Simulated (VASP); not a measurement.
Band structure of FePt (L1_0). All values below come from PBE GGA with D3 dispersion (Becke-Johnson damping), VASP's PBE PAW potentials (set 64) (plane waves; VASP 6.6.1).

Unless said otherwise, spin-orbit coupling is left out, though it shifts the bands of the heavy elements here.

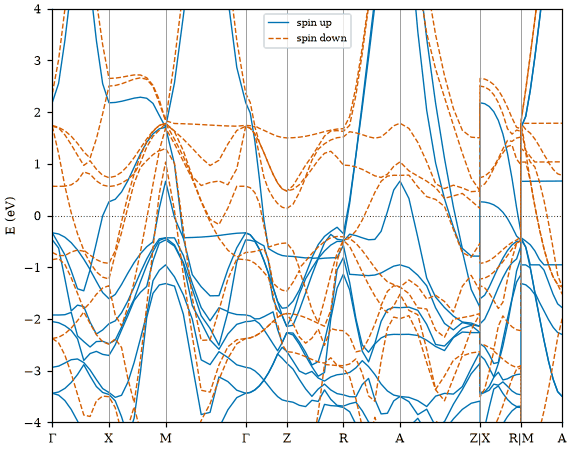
*Bands along high-symmetry lines, zero at the valence-band maximum or, without a gap, the Fermi level*

Task: Read the plot: is there a gap, and where are the band edges?

Result: It has no gap at this level: it comes out as a metal or semimetal. (Edges off the drawn lines would not show.)

The compound is FePt in the L1_0 structure. It was relaxed first.
